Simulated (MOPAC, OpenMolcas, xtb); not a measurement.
**A ladder of methods for GeH4O (SMILES [OH][GeH3])**

GeH4O: 6 atoms, total charge 0, spin state singlet. As SMILES, `[OH][GeH3]`. Geometry: a GFN2-xTB relaxation, a rough one for these elements and not checked as a minimum.

Each level gives the dipole moment (D). The values are calculated.

```tsv
level	kind	program	value (D)	CPU time
PM3	semi-empirical	MOPAC	1.64	under 2 s
PM6	semi-empirical	MOPAC	2.53	under 2 s
PM7	semi-empirical	MOPAC	3.25	under 2 s
GFN0-xTB	semi-empirical	xtb	1.38	under 2 s
HF/STO-3G	Hartree–Fock	OpenMolcas	1.44	1.7 s
HF/3-21G	Hartree–Fock	OpenMolcas	1.98	1.8 s
HF/6-31G* (spherical functions)	Hartree–Fock	OpenMolcas	1.73	3.3 s
HF/def2-SVP	Hartree–Fock	OpenMolcas	1.64	3.9 s
BP86/def2-TZVP	GGA	OpenMolcas	1.31	32 s
TPSS/def2-SVPD	meta-GGA	OpenMolcas	1.33	37 s
```

All-electron rows without a relativistic Hamiltonian named are non-relativistic. The values span 1.31 to 3.25 D. Sets without polarisation functions give poor dipoles. CPU times are rough (shared hosts, several kinds of processor): they show what a rung costs within a factor of a few.

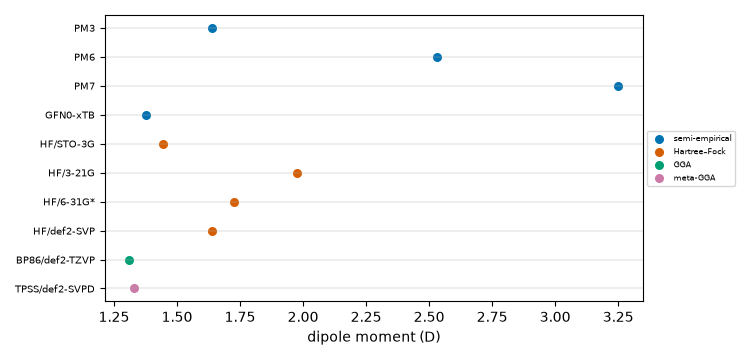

The values of the table, level by level.
